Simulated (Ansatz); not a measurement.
# Work function of Cu(100): what the settings cost and change

How far do cutoff, k-mesh and smearing move the work function of Cu(100)?

Method: plane-wave DFT, PBE, Ansatz PAW, in Ansatz 0.2.0.

**What experiment says.**

“Anisotropic work function of elemental crystals” (2019, arxiv:1902.07811) quotes from earlier work for Cu (clean (100) face, a compiled value): work function (clean (100) face, a compiled value) 4.73 eV.

### Step 1. Starting point

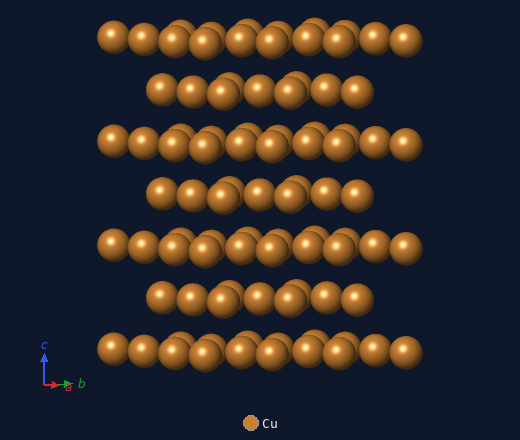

The cell as given, from the side, with the c axis up (copper orange). 3×3×1 cells are drawn. Some periodic images of atoms are drawn too.

The cell holds 7 atoms: 7 Cu. Cell: a = 2.553 Å, b = 2.553 Å, c = 28.830 Å, α = 90.0°, β = 90.0°, γ = 90.0°. Vacuum lies along c.

### Step 2. Slab, setting cutoff 200 eV

A work function rests on the faint tail of the density, so the SCF threshold is tight. The cutoff is raised first; then mesh and smearing are varied at the default cutoff.

File input.yaml:

```yaml
crystal:
  lattice:
    - [2.5526554801, 0.0, 0.0]
    - [0.0, 2.5526554801, 0.0]
    - [0.0, 0.0, 28.83]
  atoms:
    - { symbol: Cu, position: [0.0, 0.0, 0.3121748179] }
    - { symbol: Cu, position: [0.5, 0.5, 0.3747832119] }
    - { symbol: Cu, position: [0.0, 0.0, 0.437391606] }
    - { symbol: Cu, position: [0.5, 0.5, 0.5] }
    - { symbol: Cu, position: [0.0, 0.0, 0.562608394] }
    - { symbol: Cu, position: [0.5, 0.5, 0.6252167881] }
    - { symbol: Cu, position: [0.0, 0.0, 0.6878251821] }
kpoints:
  mp_grid: { grid: [16, 16, 1] }
hamiltonian:
  xc: pbe
scf:
  occupations: { method: fermi_dirac, width: 0.1 }
  convergence: { dr2_threshold: 1.0e-09 }
efield:
  axis: 3
  dipole_correction: true
  ramp_position: 0.97
  ramp_width: 0.06
basis:
  ecutwfc: "200 eV"
output:
  write_potential: true
  write_density: true
  volumetric_format: npy
  elf: true
```

Command:

```bash
> ansatz run input.yaml --threads 2 --pin off --max-ram 3072MiB --backend cpu --events-out ev --progress --plain --runs-dir out
```

Numbers of over 12 decimals in the logs are rounded to 6 here.

The program printed:

```text
Warning: basis.ecutwfc = 200 eV is below the records' recommended 420 eV, and the density's cutoff is lower with it unless basis.ecutrho_ratio is high enough to keep the records' density cutoff: compare with a run at a higher cutoff
Warning: basis.ecutrho_ratio 4 (ecutrho = 800 eV, dense FFT grid 12×12×135): the grid does not resolve the core-correction charge of Cu (measure 0.10 e/Å^2.5); warned from 0.08. The energy and each atom's force then go with where the atoms sit on the grid: [figures from the program's tests cut] If this deck is also warned that a cutoff or its ratio is below what is recommended, mend that before anything below. First try basis.xc_grid, which is 1 on this run (the dense grid itself), where it is not refused (2, then 3). Above 1 the core-correction charge is laid on the exchange–correlation grid, and this warning is never given, whether or not the level is enough: [rest of the remark cut]
Engine: ansatz 0.2.0, x86_64-unknown-linux-gnu
Pseudopotentials: kind: paw
Pseudopotential: Cu, paw, valence charge 19, recommended cutoff 420 eV (normal), Cu.paw.azcp
Functional definition: PBE
  parameter kappa = 0.804
  parameter beta = 0.066725
  exchange = pbe_x(kappa = kappa, mu = beta*pi^2/3)
  correlation = pbe_c(beta = beta)
Crystal: 7 atoms, lattice volume = 187.858 Å³
Basis set: ecut = 200 eV, 1171 PW (Γ)
Bands: 80, of which v1, the nominal top of the filled ones, is band 67 counted from 1 (66 counted from 0)
Symmetry: 8 space group operations
k-points: 45 of 256
Non-local potential: Cu, projectors of the file, l = 0: 3, l = 1: 2, l = 2: 3, l = 3: 1
PAW form: soft (Blöchl's): semilocal exchange-correlation on the pseudo side does not see the compensation charge
PAW one-centre angular grid: Cu, 590 points (default); XC on 64 Gauss nodes
Initial density: superposition of atomic densities (neutral atoms: chi_scale 0, normalization atom), corrected by the library's trained network
Initial wavefunctions: pseudopotential atomic-orbital guess
Functional: x = pbe(κ = 0.804, μ = 0.219515), c = pbe(β = 0.066725)
SCF iter   1: F=—  HF=-46287.225123 eV  |F-HF|=—  |Δ(HF+E_count)|=         —  Δρ=1.55e-1  dr2=1.81e1  ethr=1.77e-3  p=0.000 e·Å  D=1.98e-13 V/Å  ΔV_dip=-0.00 eV  dr2_dipole=2.14e-7  V_vac-E_F(+/−)=4.03/4.03 eV  ⟨swp⟩=7.5  Hψ=14590  notcnv=0  defer=68
efield: sawtooth ramp at fractional position 0.9700 (set: `efield.ramp_position`, or a place that a band, a saddle search or an elastic batch's reference lends), width 0.0600; the density the first Hamiltonian is built on has a dipole p = 0.000 e·Å; the dipole correction subtracts the counter field D = 1.98e-13 V/Å, which shifts the + side's vacuum level by -0.00 eV against the − side's; the planar-averaged density in the ramp window peaks in size at 6.2e-4 e/Å³
preconditioner: auto → LDOS  [metal: Δε(μ)=0.010 eV  Ē_g=8.251 eV  σ=0.100 eV  W_gap=0.03  n_scr=50 (ndim 8)  ℏωp=23.8 eV  f_vac=0.527  D(μ)=2.83/eV (n_scr^D=14)  β→1.0]
SCF iter   2: F=—  HF=-46319.332898 eV  |F-HF|=—  |Δ(HF+E_count)|=    3.21e1  Δρ=3.48e-1  dr2=1.16e2  ethr=1.77e-3  p=-0.000 e·Å  D=-2.72e-6 V/Å  ΔV_dip=0.00 eV  dr2_dipole=1.62e-8  V_vac-E_F(+/−)=5.22/5.23 eV  ⟨swp⟩=4.0  Hψ=12397  notcnv=0  defer=214  recentre
SCF iter   3: F=—  HF=-46269.006240 eV  |F-HF|=—  |Δ(HF+E_count)|=    5.03e1  Δρ=1.66e-2  dr2=4.94e-1  ethr=1.77e-3  p=-0.000 e·Å  D=-1.36e-5 V/Å  ΔV_dip=0.00 eV  dr2_dipole=5.62e-8  V_vac-E_F(+/−)=5.45/5.46 eV  ⟨swp⟩=3.0  Hψ=9570  notcnv=0  defer=226
SCF iter   4: F=—  HF=-46269.445015 eV  |F-HF|=—  |Δ(HF+E_count)|=   4.39e-1  Δρ=6.95e-2  dr2=6.42e0  ethr=3.72e-4  p=0.000 e·Å  D=1.41e-5 V/Å  ΔV_dip=-0.00 eV  dr2_dipole=2.41e-6  V_vac-E_F(+/−)=3.99/4.00 eV  ⟨swp⟩=3.0  Hψ=8007  notcnv=0  defer=216
SCF iter   5: F=—  HF=-46268.232685 eV  |F-HF|=—  |Δ(HF+E_count)|=    1.21e0  Δρ=1.61e-2  dr2=2.74e-1  ethr=3.72e-4  p=0.000 e·Å  D=3.37e-5 V/Å  ΔV_dip=-0.00 eV  dr2_dipole=1.76e-6  V_vac-E_F(+/−)=5.11/5.12 eV  ⟨swp⟩=2.8  Hψ=7700  notcnv=0  defer=203
SCF iter   6: F=—  HF=-46268.165351 eV  |F-HF|=—  |Δ(HF+E_count)|=   6.73e-2  Δρ=1.65e-3  dr2=3.32e-3  ethr=2.06e-4  p=0.000 e·Å  D=1.66e-5 V/Å  ΔV_dip=-0.00 eV  dr2_dipole=9.89e-8  V_vac-E_F(+/−)=5.18/5.19 eV  ⟨swp⟩=2.0  Hψ=5487  notcnv=0  defer=206
SCF iter   7: F=—  HF=-46268.164618 eV  |F-HF|=—  |Δ(HF+E_count)|=   7.33e-4  Δρ=4.58e-4  dr2=2.84e-4  ethr=2.50e-6  p=0.000 e·Å  D=4.06e-6 V/Å  ΔV_dip=-0.00 eV  dr2_dipole=4.58e-9  V_vac-E_F(+/−)=5.20/5.21 eV  ⟨swp⟩=2.1  Hψ=5609  notcnv=0  defer=206
SCF iter   8: F=—  HF=-46268.165033 eV  |F-HF|=—  |Δ(HF+E_count)|=   4.15e-4  Δρ=2.37e-4  dr2=6.43e-5  ethr=2.14e-7  p=-0.000 e·Å  D=-2.17e-6 V/Å  ΔV_dip=0.00 eV  dr2_dipole=4.14e-10  V_vac-E_F(+/−)=5.21/5.22 eV  ⟨swp⟩=2.1  Hψ=6489  notcnv=0  defer=206
SCF iter   9: F=—  HF=-46268.165047 eV  |F-HF|=—  |Δ(HF+E_count)|=   1.36e-5  Δρ=9.71e-5  dr2=1.30e-5  ethr=4.83e-8  p=0.000 e·Å  D=3.12e-7 V/Å  ΔV_dip=-0.00 eV  dr2_dipole=4.21e-11  V_vac-E_F(+/−)=5.22/5.22 eV  ⟨swp⟩=2.0  Hψ=4940  notcnv=0  defer=206
SCF iter  10: F=—  HF=-46268.165045 eV  |F-HF|=—  |Δ(HF+E_count)|=   1.34e-6  Δρ=3.24e-5  dr2=1.61e-6  ethr=9.79e-9  p=-0.000 e·Å  D=-4.60e-7 V/Å  ΔV_dip=0.00 eV  dr2_dipole=1.37e-10  V_vac-E_F(+/−)=5.22/5.23 eV  ⟨swp⟩=2.0  Hψ=5108  notcnv=0  defer=206
SCF iter  11: F=—  HF=-46268.165010 eV  |F-HF|=—  |Δ(HF+E_count)|=   3.56e-5  Δρ=6.67e-6  dr2=5.22e-8  ethr=1.21e-9  p=0.000 e·Å  D=5.07e-7 V/Å  ΔV_dip=-0.00 eV  dr2_dipole=3.90e-13  V_vac-E_F(+/−)=5.22/5.23 eV  ⟨swp⟩=2.0  Hψ=5313  notcnv=0  defer=206
SCF iter  12: F=—  HF=-46268.165010 eV  |F-HF|=—  |Δ(HF+E_count)|=   8.75e-9  Δρ=1.76e-6  dr2=3.60e-9  ethr=3.92e-11  p=0.000 e·Å  D=1.07e-7 V/Å  ΔV_dip=-0.00 eV  dr2_dipole=3.95e-12  V_vac-E_F(+/−)=5.22/5.23 eV  ⟨swp⟩=2.7  Hψ=6189  notcnv=0  defer=206
SCF iter  13: F=-46268.165010 eV  HF=-46268.165010 eV  |F-HF|=5.09e-10  |Δ(HF+E_count)|=   3.59e-9  Δρ=8.89e-7  dr2=9.95e-10  ethr=1.00e-12  p=0.000 e·Å  D=5.70e-8 V/Å  ΔV_dip=-0.00 eV  dr2_dipole=8.34e-14  V_vac-E_F(+/−)=5.22/5.23 eV  ⟨swp⟩=11.0  Hψ=12401  notcnv=0
WARN: efield: at this solve's end the planar-averaged density reaches 7.64e-4 e/Å³ inside the ramp window [0.9353, 0.0647] (bound 1e-5 e/Å³), and -4.71e-4 e/Å³ on another of its planes; by the running means of the window's planes the mean density over a ramp is at most 2.50e-4 e/Å³, which is held to the bound (the quickstart, § The vacuum guard, A window that rings); the window's nearer edge stands 7.14 Å from this solve's nearest atom along the axis. Its work functions, free energy, forces, stress, dipole, levels and responses can be off, and this figure does not tell by how much. The cell may have no vacuum along `efield.axis`. [rest of the remark cut]
SCF 1 converged in 13 iterations: F = -46268.165010 eV  dr2 = 9.95e-10
  greatest PAW one-centre occupation: 1.020 electrons in one spin orbital (limit 2), on the Cu atom at site 6 (counted from 0), in its partial waves of l = 1
WARN: The output density's exchange-correlation potential varies sharply where the density is thin. Do not read a vacuum level from v_tot or v_xc, or from such a field of the output density. On a cell that repeats whose density bears no net charge and no dipole along the vacuum's axis use v_es (v_loc + v_h of the components); under efield.dipole_correction with no amplitude use v_es + v_field, which holds any externa [...]
SCF converged after 13 iterations
Free energy (F): -46268.165010 eV
Harris-Foulkes:  -46268.165010 eV  (|F-HF|=5.09e-10)
Internal energy: -46268.109463 eV  (E = F + TS)
E sigma→0 (E₀):  -46268.137236 eV
Entropy (-TS):   -0.055546 eV (-7.935 meV/atom)
Fermi energy:    4.227171 eV
Dipole field:    D = 0.000000 V/Å  (p = 0.000000 e·Å, saw-weighted, corrected)
Work function:   Φ+ = 5.2174 eV (in doubt: plateau slope 5.8e-2 eV/Å)   Φ− = 5.2267 eV (in doubt: plateau slope 5.2e-2 eV/Å)
Levels:          The Fermi level and band energies are counted from a zero that moves with the ramp; work functions are not
Vacuum region:   at the solve's end the planar-averaged density reaches 7.64e-4 e/Å³ inside the ramp window [0.9353, 0.0647] (bound 1e-5 e/Å³), and -4.71e-4 e/Å³ on another of its planes; by the running means of the window's planes the mean density over a ramp is at most 2.50e-4 e/Å³, which is held to the bound (the quickstart, § The vacuum guard, A window that rings)
--- Per-component energies (eV) ---
  E_band       = -4351.718954
  E_kinetic    = 2261.781589
  E_local      = -405619.783151  (includes V_loc(G=0)·N_el)
  E_nonlocal   = 3379.621642
  E_hartree    = 200468.924507
  E_xc         = -621.283679
  E_vxc        = -800.915879  (∫ρ·V_xc dr)
  E_paw        = -12280.456465  (= ΣΔE_a)
  E_vpaw       = -4510.238937  (= ΣTr[D̂ρ^β])
  E_aug_tail   = -0.034142  (compensation charges beyond the density's cutoff)
  E_efield     = 0.000000  (sawtooth field / dipole correction)
  E_vefield    = 0.000000  (∫n·V_field dr)
  E_ewald      = 166143.120236
  E_smearing   = -0.055546  (= −TS)
  E_closure    = 0.000000  (closes the sum)
  Σ components = -46268.165010   (vs F -46268.165010, Δ=0.00e0)
--- Band table (eV; the first three rows and the last of 45) ---
  k-point 0: bands = [... 63 lower, 1.3095, 1.3095, 1.3360, 1.3819, 1.7627, 3.3576, 4.9806, 6.1539, ... 9 higher]
  k-point 1: bands = [... 63 lower, 1.2769, 1.3055, 1.3421, 1.4019, 1.9126, 3.4846, 5.1159, 6.3349, ... 9 higher]
  k-point 2: bands = [... 63 lower, 1.2544, 1.3004, 1.3732, 1.4251, 2.2556, 3.8658, 5.5226, 6.8010, ... 9 higher]
  k-point 44: bands = [... 63 lower, 7.1956, 7.1956, 8.1815, 8.1815, 9.5037, 9.5037, 11.1241, 11.1241, ... 9 higher]
```

The job ended after 22 s (2 threads of Intel Xeon 6975P-C (Granite Rapids), shared host; peak memory 0.54 GiB).

Numbers from this step:

```yaml
energy_at_zero_smearing: -46268.1372 eV
work_function_upper_face: 5.217 eV
```

Running mean over 1.805 Å of the planar mean; the ramp of the sawtooth is left out. Electron's electrostatic potential energy less the Fermi level against z:

```csv
z (Å),electron's electrostatic potential energy less the Fermi level (eV)
4,5.03
5,4.89
6,4.67
7,4.02
8,-1.23
9,-7.50
10,-7.77
11,-7.81
12,-7.78
13,-7.78
14,-7.79
15,-7.79
16,-7.78
17,-7.78
18,-7.81
19,-7.76
20,-7.15
21,0.304
22,4.22
23,4.71
24,4.91
25,5.05
```

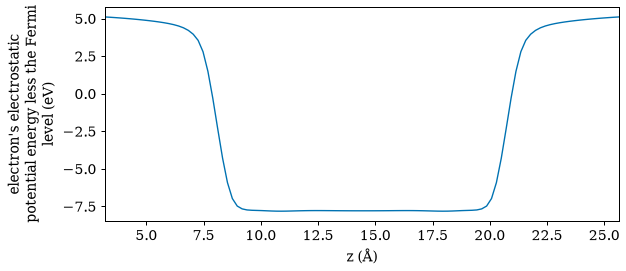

Electron's electrostatic potential energy less the Fermi level against z.

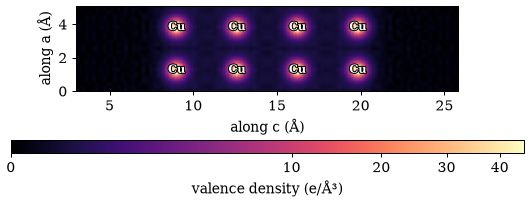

Valence density in the ca plane at fractional y = 0.000, with atoms of Cu within 0.2 Å of it. It is the smooth field of the valence electrons, not physical close to the nuclei. The map starts off the cell's origin, so that atoms lie inside it. The colour scale is stretched toward low values. The far vacuum is left out of the map.

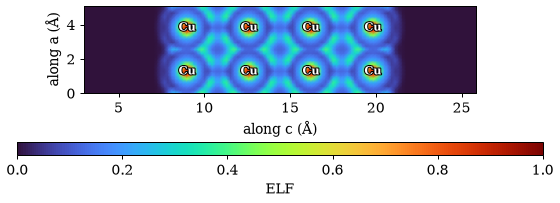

ELF in the ca plane at fractional y = 0.000, with atoms of Cu within 0.2 Å of it. It is the smooth field of the valence electrons, not physical close to the nuclei. The map starts off the cell's origin, so that atoms lie inside it. The far vacuum is left out of the map.

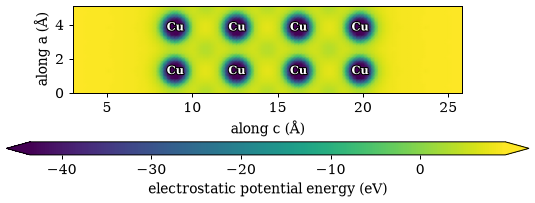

Electrostatic potential energy in the ca plane at fractional y = 0.000, with atoms of Cu within 0.2 Å of it. With pseudopotentials it is smooth inside the atoms' cores, unlike the true potential. The map starts off the cell's origin, so that atoms lie inside it. The far vacuum is left out of the map.

The work function is 5.217 eV. The program marks this work function as in doubt.

### Step 3. Run

Changes to input.yaml since step 2:

```diff
@@ -26,3 +26,3 @@
 basis:
-  ecutwfc: "200 eV"
+  ecutwfc: "300 eV"
 output:
@@ -31,2 +31 @@
   volumetric_format: npy
-  elf: true
```

The program printed:

```text
[...]
Crystal: 7 atoms, lattice volume = 187.858 Å³
Basis set: ecut = 300 eV, 2165 PW (Γ)
Bands: 80, of which v1, the nominal top of the filled ones, is band 67 counted from 1 (66 counted from 0)
Symmetry: 8 space group operations
k-points: 45 of 256
[...]
k-point 0: bands = [... 63 lower, 3.2613, 3.3541, 3.3541, 3.3784, 3.3801, 3.7332, 5.1971, 6.0936, ... 9 higher]
  k-point 1: bands = [... 63 lower, 3.2145, 3.2755, 3.3028, 3.3386, 3.3638, 3.9729, 5.3822, 6.3091, ... 9 higher]
  k-point 2: bands = [... 63 lower, 3.2426, 3.2484, 3.3309, 3.3381, 3.3573, 4.4372, 5.8568, 6.8734, ... 9 higher]
  k-point 44: bands = [... 63 lower, 6.7833, 6.7833, 7.8769, 7.8769, 9.3180, 9.3180, 10.9885, 10.9885, ... 9 higher]
[key lines of the parts left out:]
SCF converged after 13 iterations
Free energy (F): -46373.155512 eV
Fermi energy:    4.855051 eV
Dipole field:    D = -0.000000 V/Å  (p = -0.000000 e·Å, saw-weighted, corrected)
Work function:   Φ+ = 4.5423 eV   Φ− = 4.5425 eV
```

It took 42 s on 2 threads; peak memory 0.71 GiB.

The work function is 4.542 eV, -0.675 eV from the run “cutoff 200 eV”, at 1.9 times its CPU time.

### Step 4. Slab

Changes to input.yaml since step 3:

```diff
@@ -26,3 +26,3 @@
 basis:
-  ecutwfc: "300 eV"
+  ecutwfc: "420 eV"
 output:
```

The program printed:

```text
[...]
Crystal: 7 atoms, lattice volume = 187.858 Å³
Basis set: ecut = 420 eV, 3701 PW (Γ)
Bands: 80, of which v1, the nominal top of the filled ones, is band 67 counted from 1 (66 counted from 0)
Symmetry: 8 space group operations
k-points: 45 of 256
[...]
k-point 0: bands = [... 63 lower, 3.3434, 3.4243, 3.4243, 3.4306, 3.4315, 3.7485, 5.2053, 6.0878, ... 9 higher]
  k-point 1: bands = [... 63 lower, 3.2939, 3.3583, 3.3806, 3.4176, 3.4468, 3.9999, 5.3957, 6.3068, ... 9 higher]
  k-point 2: bands = [... 63 lower, 3.3259, 3.3308, 3.3945, 3.4153, 3.4379, 4.4634, 5.8714, 6.8697, ... 9 higher]
  k-point 44: bands = [... 63 lower, 6.7574, 6.7574, 7.8564, 7.8564, 9.3018, 9.3018, 10.9718, 10.9718, ... 9 higher]
[key lines of the parts left out:]
SCF converged after 12 iterations
Free energy (F): -46375.036908 eV
Fermi energy:    4.881308 eV
Dipole field:    D = 0.000000 V/Å  (p = 0.000000 e·Å, saw-weighted, corrected)
Work function:   Φ+ = 4.5405 eV   Φ− = 4.5405 eV
```

The job ended after 56 s (2 threads; peak memory 0.96 GiB).

The work function is 4.541 eV, -0.677 eV from the run “cutoff 200 eV”, at 2.5 times its CPU time.

### Step 5. Slab

Changes to input.yaml since step 4:

```diff
@@ -26,3 +26,3 @@
 basis:
-  ecutwfc: "420 eV"
+  ecutwfc: "600 eV"
 output:
```

The program printed:

```text
[...]
Crystal: 7 atoms, lattice volume = 187.858 Å³
Basis set: ecut = 600 eV, 6171 PW (Γ)
Bands: 80, of which v1, the nominal top of the filled ones, is band 67 counted from 1 (66 counted from 0)
Symmetry: 8 space group operations
k-points: 45 of 256
[...]
k-point 0: bands = [... 63 lower, 3.3414, 3.4224, 3.4224, 3.4287, 3.4297, 3.7476, 5.2042, 6.0868, ... 9 higher]
  k-point 1: bands = [... 63 lower, 3.2921, 3.3564, 3.3787, 3.4158, 3.4449, 3.9987, 5.3946, 6.3058, ... 9 higher]
  k-point 2: bands = [... 63 lower, 3.3240, 3.3289, 3.3930, 3.4134, 3.4360, 4.4622, 5.8702, 6.8684, ... 9 higher]
  k-point 44: bands = [... 63 lower, 6.7567, 6.7567, 7.8554, 7.8554, 9.3005, 9.3005, 10.9704, 10.9704, ... 9 higher]
[key lines of the parts left out:]
SCF converged after 12 iterations
Free energy (F): -46375.059484 eV
Fermi energy:    4.879955 eV
Dipole field:    D = -0.000000 V/Å  (p = -0.000000 e·Å, saw-weighted, corrected)
Work function:   Φ+ = 4.5401 eV   Φ− = 4.5401 eV
```

Elapsed: 91 s, on 2 threads; peak memory 1.4 GiB; 3 min of CPU time.

The work function is 4.540 eV, -0.000 eV from the run “cutoff 420 eV”, at 1.6 times its CPU time.

### Step 6. Run

Changes to input.yaml since step 5:

```diff
@@ -14,3 +14,3 @@
 kpoints:
-  mp_grid: { grid: [16, 16, 1] }
+  mp_grid: { grid: [3, 3, 1] }
 hamiltonian:
@@ -25,4 +25,2 @@
   ramp_width: 0.06
-basis:
-  ecutwfc: "600 eV"
 output:
```

The program printed:

```text
[...]
Crystal: 7 atoms, lattice volume = 187.858 Å³
Basis set: ecut = 420 eV, 3701 PW (Γ)
Bands: 80, of which v1, the nominal top of the filled ones, is band 67 counted from 1 (66 counted from 0)
Symmetry: 8 space group operations
k-points: 3 of 9
[...]
Work function:   Φ+ = 4.5224 eV   Φ− = 4.5224 eV
[...]
--- Band table (eV) ---
  k-point 0: bands = [... 63 lower, 3.5502, 3.5884, 3.5884, 3.6947, 3.6949, 3.8297, 5.2975, 6.1727, ... 9 higher]
  k-point 1: bands = [... 63 lower, 3.4418, 3.5830, 3.5905, 3.6098, 4.8528, 6.4951, 7.9335, 8.9687, ... 9 higher]
  k-point 2: bands = [... 63 lower, 3.5746, 4.2399, 5.0897, 6.1849, 7.5793, 9.2759, 9.2794, 10.1770, ... 9 higher]
[key lines of the parts left out:]
SCF converged after 14 iterations
Free energy (F): -46375.879182 eV
Fermi energy:    4.783450 eV
Dipole field:    D = 0.000000 V/Å  (p = 0.000000 e·Å, saw-weighted, corrected)
```

Wall time 5.6 s (2 threads); peak memory 0.47 GiB.

The work function is 4.522 eV, -0.018 eV from the run “cutoff 420 eV”, at 0.085 times its CPU time.

### Step 7. Slab

Changes to input.yaml since step 6:

```diff
@@ -14,3 +14,3 @@
 kpoints:
-  mp_grid: { grid: [3, 3, 1] }
+  mp_grid: { grid: [5, 5, 1] }
 hamiltonian:
```

The program printed:

```text
[...]
Crystal: 7 atoms, lattice volume = 187.858 Å³
Basis set: ecut = 420 eV, 3701 PW (Γ)
Bands: 80, of which v1, the nominal top of the filled ones, is band 67 counted from 1 (66 counted from 0)
Symmetry: 8 space group operations
k-points: 6 of 25
[...]
k-point 0: bands = [... 63 lower, 3.4661, 3.5289, 3.5289, 3.5824, 3.5829, 3.8107, 5.2618, 6.1450, ... 9 higher]
  k-point 1: bands = [... 63 lower, 3.4095, 3.4335, 3.5286, 3.5385, 3.8983, 5.1896, 6.7143, 7.8674, ... 9 higher]
  k-point 2: bands = [... 63 lower, 3.4802, 3.6098, 3.6782, 3.8982, 5.2366, 6.3759, 6.5529, 8.4785, ... 9 higher]
  k-point 5: bands = [... 63 lower, 4.7974, 5.7292, 6.8520, 7.8645, 8.1379, 8.8313, 9.6470, 10.1605, ... 9 higher]
[key lines of the parts left out:]
SCF converged after 11 iterations
Free energy (F): -46375.196697 eV
Fermi energy:    4.885694 eV
Dipole field:    D = 0.000000 V/Å  (p = 0.000000 e·Å, saw-weighted, corrected)
Work function:   Φ+ = 4.4608 eV   Φ− = 4.4609 eV
```

It took 9.4 s on 2 threads; peak memory 0.51 GiB; 16 s of CPU time.

The work function is 4.461 eV, -0.080 eV from the run “cutoff 420 eV”, at 0.15 times its CPU time.

(Part 1 of 2 ends here.)

[Logs are printed without paths, hosts, clocks, repeated set-up lines and the standing remarks that a program may print on its own settings, such as how far it seeks lower states.]

[Hosts, paths, dates, database ids (printed as entryN), source tags and the programs' standing remarks are cut or masked in the printed files.]

[Maps of the electrostatic potential energy from Ansatz leave out the sawtooth potential of an applied field or a dipole correction, so their vacuum need not be flat; planar profiles and work functions include it.]
